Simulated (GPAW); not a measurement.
**BaTiO3: optical spectrum from first principles**

Wanted: where BaTiO3 starts to absorb, how strongly, and its refractive index.

Program: GPAW 26.7.0. Level of theory: DFT, LDA, plane-wave PAW (GPAW data sets), scalar-relativistic, RPA, optical limit. Results are calculated unless marked as measured.

## Step 1: Starting point

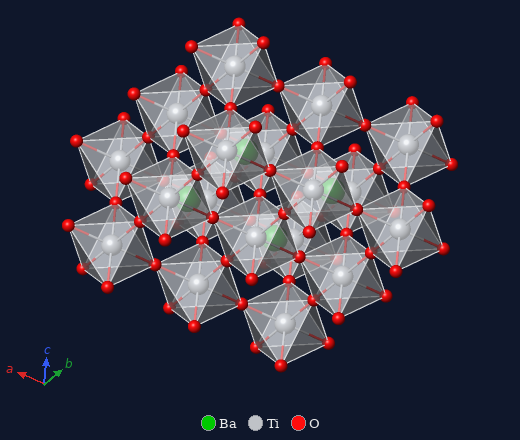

The starting structure, seen from a free direction (barium green, titanium light grey, oxygen red). 2×2×1 cells are drawn. Some periodic images of atoms are drawn too.

## Step 2: Ground state

First the ground state: is it a metal or has it a gap?

This step: DFT, LDA, plane-wave PAW (GPAW data sets), scalar-relativistic, ground state (GPAW 26.7.0).

gs.py

```python
from ase import Atoms
from ase.dft.bandgap import bandgap
from gpaw import GPAW, PW, FermiDirac

atoms = Atoms(['Ba', 'Ti', 'O', 'O', 'O'],
              cell=[[4.006000000000, 0.000000000000, 0.000000000000],
                    [0.000000000000, 4.006000000000, 0.000000000000],
                    [0.000000000000, 0.000000000000, 4.006000000000]],
              scaled_positions=[[0.500000000000, 0.500000000000, 0.500000000000],
                                [0.000000000000, 0.000000000000, 0.000000000000],
                                [0.000000000000, 0.000000000000, 0.500000000000],
                                [0.000000000000, 0.500000000000, 0.000000000000],
                                [0.500000000000, 0.000000000000, 0.000000000000]],
              pbc=[True, True, True])
atoms.calc = GPAW(mode=PW(500), xc='LDA', kpts={'size': (6, 6, 6), 'gamma': True},
                  occupations=FermiDirac(0.05), maxiter=150, txt='gs.txt')
print('energy (eV)', atoms.get_potential_energy())
print('Fermi level (eV)', atoms.calc.get_fermi_level())
print('valence electrons', atoms.calc.get_number_of_electrons())
print('gap (eV)', bandgap(atoms.calc, output=None)[0])
print('direct gap (eV)', bandgap(atoms.calc, direct=True, output=None)[0])
atoms.calc.write('gs.gpw')
```

On the command line:

```console
OMP_NUM_THREADS=1 python gs.py
```

Numbers of over 12 decimals in the logs are rounded to 6 here.

Output:

```text
__  _  _
 | _ |_)|_||  |
 |__||  | ||/\| - 26.7.0

Versions:
  Python: 3.12.14
  ASE:    3.29.0
  Numpy:  2.5.5
  Scipy:  1.18.1
  Libxc:  7.0.0

Input parameters:
  mode=PW(ecut=500.0),
  kpts=MonkhorstPack(size=(6, 6, 6), gamma=True),
  maxiter=150,
  occupations=Occupations(name='fermi-dirac', width=0.05, fixmagmom=False),
  xc=XC(name='LDA')

Diagonalizing LCAO Hamiltonian
Converting LCAO to pw mode
   .---------.
  /|         |
 * |         |
 | |   Ba    |
 O |         |
 | .---------.
 |/         /
 Ti---O----*

Atoms  # Å, Bohr magnetons
|   | symbol |        x |        y |        z |    initial magnetic moments |
| 0 |     Ba | 2.003000 | 2.003000 | 2.003000 | ( 0.0000,  0.0000,  0.0000) |
| 1 |     Ti | 0.000000 | 0.000000 | 0.000000 | ( 0.0000,  0.0000,  0.0000) |
| 2 |      O | 0.000000 | 0.000000 | 2.003000 | ( 0.0000,  0.0000,  0.0000) |
| 3 |      O | 0.000000 | 2.003000 | 0.000000 | ( 0.0000,  0.0000,  0.0000) |
| 4 |      O | 2.003000 | 0.000000 | 0.000000 | ( 0.0000,  0.0000,  0.0000) |

Unit cell  # Å
| periodic |        x |        y |        z |  lengths |    angles |
|      yes | 4.006000 | 0.000000 | 0.000000 | 4.006000 | 90.000000 |
|      yes | 0.000000 | 4.006000 | 0.000000 | 4.006000 | 90.000000 |
|      yes | 0.000000 | 0.000000 | 4.006000 | 4.006000 | 90.000000 |

Number of symmetries: 48
Symmetry operations  # r_c * U_cc + t_c -> r_c
|    | kind |            matrix            |
|  0 |  E   |  1, 0, 0,  0, 1, 0,  0, 0, 1 |
|  1 |  σ   |  1, 0, 0,  0, 1, 0,  0, 0,-1 |
|  2 |  σ   |  1, 0, 0,  0, 0, 1,  0, 1, 0 |
|  3 |  C4  |  1, 0, 0,  0, 0, 1,  0,-1, 0 |
|  4 |  C4  |  1, 0, 0,  0, 0,-1,  0, 1, 0 |
|  5 |  σ   |  1, 0, 0,  0, 0,-1,  0,-1, 0 |
|  6 |  σ   |  1, 0, 0,  0,-1, 0,  0, 0, 1 |
|  7 |  C2  |  1, 0, 0,  0,-1, 0,  0, 0,-1 |
|  8 |  σ   |  0, 1, 0,  1, 0, 0,  0, 0, 1 |
|  9 |  C2  |  0, 1, 0,  1, 0, 0,  0, 0,-1 |
| 10 |  C3  |  0, 1, 0,  0, 0, 1,  1, 0, 0 |
| 11 |  S6  |  0, 1, 0,  0, 0, 1, -1, 0, 0 |
| 12 |  S6  |  0, 1, 0,  0, 0,-1,  1, 0, 0 |
| 13 |  C3  |  0, 1, 0,  0, 0,-1, -1, 0, 0 |
| 14 |  C4  |  0, 1, 0, -1, 0, 0,  0, 0, 1 |
| 15 |  S4  |  0, 1, 0, -1, 0, 0,  0, 0,-1 |
| 16 |  C3  |  0, 0, 1,  1, 0, 0,  0, 1, 0 |
| 17 |  S6  |  0, 0, 1,  1, 0, 0,  0,-1, 0 |
| 18 |  σ   |  0, 0, 1,  0, 1, 0,  1, 0, 0 |
| 19 |  C4  |  0, 0, 1,  0, 1, 0, -1, 0, 0 |
| 20 |  C2  |  0, 0, 1,  0,-1, 0,  1, 0, 0 |
| 21 |  S4  |  0, 0, 1,  0,-1, 0, -1, 0, 0 |
| 22 |  S6  |  0, 0, 1, -1, 0, 0,  0, 1, 0 |
| 23 |  C3  |  0, 0, 1, -1, 0, 0,  0,-1, 0 |
| 24 |  S6  |  0, 0,-1,  1, 0, 0,  0, 1, 0 |
| 25 |  C3  |  0, 0,-1,  1, 0, 0,  0,-1, 0 |
| 26 |  C4  |  0, 0,-1,  0, 1, 0,  1, 0, 0 |
| 27 |  σ   |  0, 0,-1,  0, 1, 0, -1, 0, 0 |
| 28 |  S4  |  0, 0,-1,  0,-1, 0,  1, 0, 0 |
| 29 |  C2  |  0, 0,-1,  0,-1, 0, -1, 0, 0 |
| 30 |  C3  |  0, 0,-1, -1, 0, 0,  0, 1, 0 |
| 31 |  S6  |  0, 0,-1, -1, 0, 0,  0,-1, 0 |
| 32 |  C4  |  0,-1, 0,  1, 0, 0,  0, 0, 1 |
| 33 |  S4  |  0,-1, 0,  1, 0, 0,  0, 0,-1 |
| 34 |  S6  |  0,-1, 0,  0, 0, 1,  1, 0, 0 |
| 35 |  C3  |  0,-1, 0,  0, 0, 1, -1, 0, 0 |
| 36 |  C3  |  0,-1, 0,  0, 0,-1,  1, 0, 0 |
| 37 |  S6  |  0,-1, 0,  0, 0,-1, -1, 0, 0 |
| 38 |  σ   |  0,-1, 0, -1, 0, 0,  0, 0, 1 |
| 39 |  C2  |  0,-1, 0, -1, 0, 0,  0, 0,-1 |
| 40 |  σ   | -1, 0, 0,  0, 1, 0,  0, 0, 1 |
| 41 |  C2  | -1, 0, 0,  0, 1, 0,  0, 0,-1 |
| 42 |  C2  | -1, 0, 0,  0, 0, 1,  0, 1, 0 |
| 43 |  S4  | -1, 0, 0,  0, 0, 1,  0,-1, 0 |
| 44 |  S4  | -1, 0, 0,  0, 0,-1,  0, 1, 0 |
| 45 |  C2  | -1, 0, 0,  0, 0,-1,  0,-1, 0 |
| 46 |  C2  | -1, 0, 0,  0,-1, 0,  0, 0, 1 |
| 47 |  i   | -1, 0, 0,  0,-1, 0,  0, 0,-1 |

BZ-sampling:
  Number of BZ points: 216
  Number of IBZ points: 20

  Monkhorst-Pack size: [6, 6, 6]
  Monkhorst-Pack shift: [0.083333, 0.083333, 0.083333]

K-points  # in reciprocal-cell coordinates
|     |                                coordinates |     weight |
|   0 | (  0.00000000,   0.00000000,   0.00000000) | 0.00462963 |
|   1 | (  0.16666667,   0.00000000,   0.00000000) | 0.02777778 |
|   2 | (  0.16666667,   0.16666667,   0.00000000) | 0.05555556 |
|   3 | (  0.16666667,   0.16666667,   0.16666667) | 0.03703704 |
|   4 | (  0.33333333,   0.00000000,   0.00000000) | 0.02777778 |
|   5 | (  0.33333333,   0.16666667,   0.00000000) | 0.11111111 |
|   6 | (  0.33333333,   0.16666667,   0.16666667) | 0.11111111 |
|   7 | (  0.33333333,   0.33333333,   0.00000000) | 0.05555556 |
|   8 | (  0.33333333,   0.33333333,   0.16666667) | 0.11111111 |
|   9 | (  0.33333333,   0.33333333,   0.33333333) | 0.03703704 |
| ... |                                            |            |
|  19 | (  0.50000000,   0.50000000,   0.50000000) | 0.00462963 |

Plane wave coefficients: 1654
Cutoff: 500.0 eV

Spin-components: 1 (collinear spins)
Bands:           28
Projectors:      27
Spin-degeneracy: 2
Datatype:        complex128

Parallelization:
  kpt:    1
  domain: 1
  band:   1

Density:
  Valence electrons: 40.0
  Components: 1
  Grid points: [21 21 21]
  Charge: 0.0  # |e|

Potential:
  Grid points: [21 21 21]

species:
  Ba:
    name:    Barium
    id:
    Z:       56.0
    valence: 10
    core:    46
    charge:  0.0  # [|e|]
    compensation charges:
      type: gauss
      rc: 0.37  # [Å]
      lmax: 2
    cutoffs:
      filter: 2.06  # [Å]
      core: 2.33  # [Å]
    projectors
    | kind |    occ | energy [eV] | rcut [Å] |
    |   5s |  2.000 |     -33.774 |    1.164 |
    |   6s |  2.000 |      -3.346 |    1.164 |
    |   5p |  6.000 |     -18.813 |    1.164 |
    |    p |        |       0.000 |    1.164 |
    |    d |        |       0.000 |    1.164 |
    |    d |        |      27.211 |    1.164 |

    Using partial waves for Ba as LCAO basis

  Ti:
    name:    Titanium
    id:
    Z:       22.0
    valence: 12
    core:    10
    charge:  0.0  # [|e|]
    compensation charges:
      type: gauss
      rc: 0.38  # [Å]
      lmax: 2
    cutoffs:
      filter: 2.23  # [Å]
      core: 1.02  # [Å]
    projectors
    | kind |    occ | energy [eV] | rcut [Å] |
    |   3s |  2.000 |     -62.257 |    1.270 |
    |   4s |  2.000 |      -4.593 |    1.270 |
    |   3p |  6.000 |     -38.791 |    1.058 |
    |   4p |  0.000 |      -1.536 |    1.058 |
    |   3d |  2.000 |      -4.463 |    1.058 |
    |    d |        |      22.748 |    1.058 |

    Using partial waves for Ti as LCAO basis

  O:
    name:    Oxygen
    id:
    Z:       8.0
    valence: 6
    core:    2
    charge:  0.0  # [|e|]
    compensation charges:
      type: gauss
      rc: 0.21  # [Å]
      lmax: 2
    cutoffs:
      filter: 1.17  # [Å]
      core: 0.83  # [Å]
    projectors
    | kind |    occ | energy [eV] | rcut [Å] |
    |   2s |  2.000 |     -23.752 |    0.688 |
    |   2p |  4.000 |      -9.195 |    0.598 |
    |    s |        |       3.459 |    0.688 |
    |    p |        |      18.016 |    0.598 |
    |    d |        |       0.000 |    0.619 |

    Using partial waves for O as LCAO basis

Reference energy: -250365.446817  # eV

eigensolver:
  PPCG
  Converge bands: occupied
  niter=2

density mixing:
  MSR1-Mixer
  Pratt-step length: 0.05
  Maximum mixing coefficient: 0.75
  Old densities: 10
  SVD Regularization: 0.005
  Good broyden scale: 1.0
  Trust region scale: 1.0
  Backstep threshold: 4.0
  History deletion threshold: 6.0
  Fourier metric: weight=20.0, sigma=0.015

occupation numbers:
  Fermi-Dirac:
    width: 0.0500  # eV

poisson solver:
  ecut: 4000.0  # eV

xc functional:
  name: None

convergence criteria:
- Maximum [total energy] change in last 3 cyles: 0.0005 eV / valence electron
- Maximum integral of absolute [dens]ity change: 0.0001 electrons / valence electron
- Maximum integral of absolute [eigenst]ate change: 4e-08 eV^2 / valence electron
maximum number of iterations: 150

SCF iterations
|iter     |      energy | eigst |  dens |
|iter:   1||  -47.466728 | -0.09 |       |
|iter:   2||  -45.811867 | -1.70 | -0.89 |
|iter:   3||  -42.712025 | -0.76 | -0.95 |
|iter:   4||  -42.457162 | -1.87 | -1.44 |
|iter:   5||  -42.395389 | -2.66 | -1.64 |
|iter:   6||  -42.390939 | -3.70 | -2.04 |
|iter:   7||  -42.390567c| -4.45 | -2.81 |
|iter:   8||  -42.390568c| -6.12 | -3.45 |
|iter:   9||  -42.390567c| -6.97 | -3.93 |
|iter:  10||  -42.390566c| -8.07c| -4.56c|

Converged in 10 steps
SCF loop duration: 27.696 s (2.770 s/step)
Energy contributions relative to reference atoms: (reference = -250365.446817)

Energy contributions:
  Kinetic:          28.258276
  Coulomb:         -30.650857
  Zero:              0.156272
  External:          0.000000
  Xc:              -40.154257
  Entropy:          -0.000000
  Spinorbit:         0.000000
  ----------------------------
  Free energy:     -42.390566
  Extrapolated:    -42.390566

dipole moment: (-35.473197, -35.473197, -35.473197)  # |e|*Ang

Fermi level: 8.129
Eigenvalues  # (at kpt = [0.000, 0.000, 0.000])
| band index |      eig [eV] | occ [0-2] |
|          0 |       -48.678 |     2.000 |
|        ... |               |           |
|         12 |         4.959 |     2.000 |
|         13 |         4.959 |     2.000 |
|         14 |         6.158 |     2.000 |
|         15 |         6.158 |     2.000 |
|         16 |         6.158 |     2.000 |
|         17 |         7.136 |     2.000 |
|         18 |         7.136 |     2.000 |
|         19 |         7.136 |     2.000 |
|         20 |         8.961 |     0.000 |
|         21 |         8.961 |     0.000 |
|         22 |         8.961 |     0.000 |
|         23 |        11.234 |     0.000 |
|         24 |        11.234 |     0.000 |
|         25 |        12.200 |     0.000 |
|         26 |        12.200 |     0.000 |
|         27 |        14.435 |     0.000 |

Gap: 1.692 eV
Transition (v -> c):
  (s=0, k=19, n=19, [0.50, 0.50, 0.50]) -> (s=0, k=0, n=20, [0.00, 0.00, 0.00])
Direct/indirect transitions are different
Direct gap: 1.825 eV
Transition at: (s=0, k=0, n=19, [0.00, 0.00, 0.00])

--- standard output ---
energy (eV) -42.390566
Fermi level (eV) 8.129129
valence electrons 40.0
gap (eV) 1.692037
direct gap (eV) 1.825307
```

Wall time 31 s (1 thread of Arm Neoverse N1, shared host); peak memory 0.16 GiB.

Numbers from this step:

```
energy                 : -42.39 eV
Fermi energy           : 8.129 eV
gap on the k-mesh      : 1.692 eV
direct gap on the mesh : 1.825 eV
electrons              : 40
```

There is a gap, 1.69 eV on this mesh (points off the mesh can give less), so no carriers' term is needed.

## Step 3: Bands for the response

The response needs many more empty bands than the density does.

This step: DFT, LDA, plane-wave PAW (GPAW data sets), scalar-relativistic, bands at fixed density (GPAW 26.7.0).

nscf.py

```python
from ase.dft.bandgap import bandgap
from gpaw import GPAW, FermiDirac

calc = GPAW('gs.gpw').fixed_density(kpts={'size': (8, 8, 8), 'gamma': True}, nbands=49, convergence={'bands': 43},
                                    occupations=FermiDirac(0.001), txt='nscf.txt')
print('gap (eV)', bandgap(calc, output=None)[0])
print('direct gap (eV)', bandgap(calc, direct=True, output=None)[0])
print('top band over the Fermi level (eV)', min(calc.get_eigenvalues(kpt=k)[42] for k in range(len(calc.get_ibz_k_points()))) - calc.get_fermi_level())
calc.write('full.gpw', mode='all')
```

On the command line:

```console
OMP_NUM_THREADS=1 python nscf.py
```

Output:

```text
Diagonalizing LCAO Hamiltonian
Converting LCAO to pw mode
convergence criteria:
- Maximum integral of absolute [eigenst]ate change: 4e-08 eV^2 / valence electron
maximum number of iterations: 150

SCF iterations
|iter     |      energy | eigst |  dens |
|iter:   1||             | +3.01 |       |
|iter:   2||             | +1.82 |       |
|iter:   3||             | +0.83 |       |
|iter:   4||             | -0.49 |       |
|iter:   5||             | -1.63 |       |
|iter:   6||             | -2.95 |       |
|iter:   7||             | -4.05 |       |
|iter:   8||             | -5.34 |       |
|iter:   9||             | -6.45 |       |
|iter:  10||             | -7.44c|       |
SCF steps: 10
  __  _  _
 | _ |_)|_||  |
 |__||  | ||/\| - 26.7.0

Versions:
  Python: 3.12.14
  ASE:    3.29.0
  Numpy:  2.5.5
  Scipy:  1.18.1
  Libxc:  7.0.0

Input parameters:
  mode=PW(ecut=500.0),
  convergence={'bands': 43},
  gpts=array([21, 21, 21]),
  kpts=MonkhorstPack(size=(8, 8, 8), gamma=True),
  maxiter=150,
  nbands=49,
  occupations=Occupations(name='fermi-dirac', width=0.001, fixmagmom=False),
  parallel={},
  xc=XC(name='LDA')

--- standard output ---
gap (eV) 1.692037
direct gap (eV) 1.825307
top band over the Fermi level (eV) 19.931684
```

The job ended after 83 s (1 thread; peak memory 0.22 GiB).

[end of part 1 of 2]

[Machine, clock and banner lines and Python warnings are left out of the logs.]

[Logs are printed without paths, hosts, clocks, repeated set-up lines and the standing remarks that a program may print on its own settings, such as how far it seeks lower states.]

[Hosts, paths, dates, database ids (printed as entryN), source tags and the programs' standing remarks are cut or masked in the printed files.]
